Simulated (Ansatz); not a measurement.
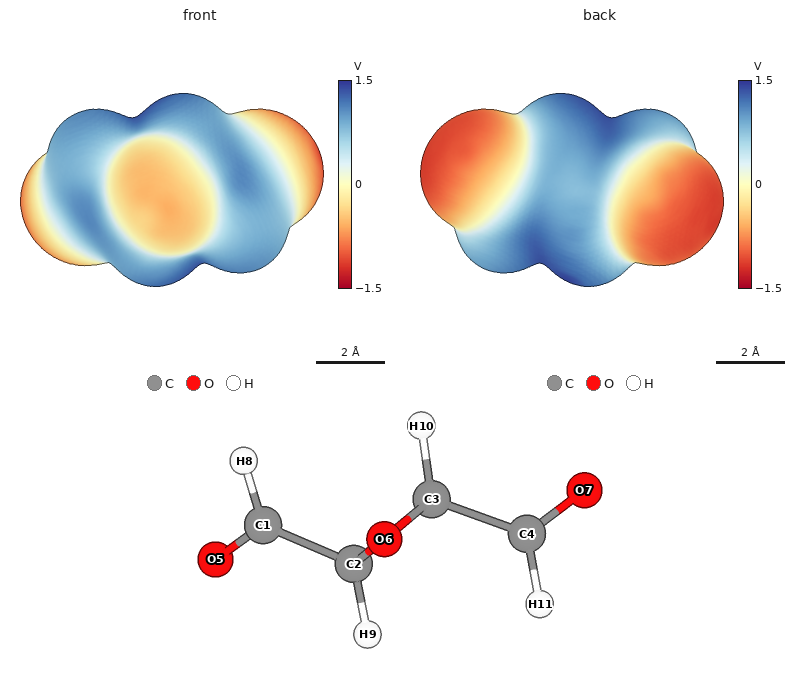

Figure. C4H4O3. The electrostatic potential painted on the density surface at 0.001 e/bohr³, seen from the front and from behind; red is negative and blue positive. The bare structure is drawn below in the same view.

Geometry: B3LYP/def2-SVP.

Method: isolated molecule in a Gaussian basis; Kohn-Sham density functional theory, functional PBE0 in Ansatz 0.2.0.

Input file:

```
crystal:
  periodic: [false, false, false]
  atoms:
    - {symbol: C, position_ang: [-2.333874, -0.390580, -0.374831]}
    - {symbol: C, position_ang: [-1.212022, -1.333859, -0.050377]}
    - {symbol: C, position_ang: [0.182311, -0.904846, -0.365484]}
    - {symbol: C, position_ang: [1.192674, -1.965307, -0.694450]}
    - {symbol: O, position_ang: [-3.368594, -0.742525, -0.876147]}
    - {symbol: O, position_ang: [-0.315592, -0.909957, 0.958884]}
    - {symbol: O, position_ang: [1.988851, -1.863915, -1.589804]}
    - {symbol: H, position_ang: [-2.117077, 0.676594, -0.106592]}
    - {symbol: H, position_ang: [-1.470110, -2.401842, -0.069808]}
    - {symbol: H, position_ang: [0.358238, 0.076855, -0.826886]}
    - {symbol: H, position_ang: [1.135879, -2.864520, -0.026624]}
basis:
  gaussian: {orbitals: def2-SVPD}
hamiltonian: {xc: {name: PBE0}}
output: {forces: true, orbitals: {seedname: orbitals}}
```

Launched as:

```sh
ansatz run input.yaml --threads 2 --pin off --max-ram 5220MiB --events-out events.jsonl --progress --plain --runs-dir runs
```

Question: Describe the electrostatic potential map.

Answer: The most negative region (about −1.1 V) lies over O5 and O7, the most positive (about +1.4 V) over the C and H atoms.

Question: What dipole moment does the calculation give?

Answer: Its dipole moment is 1.27 D.
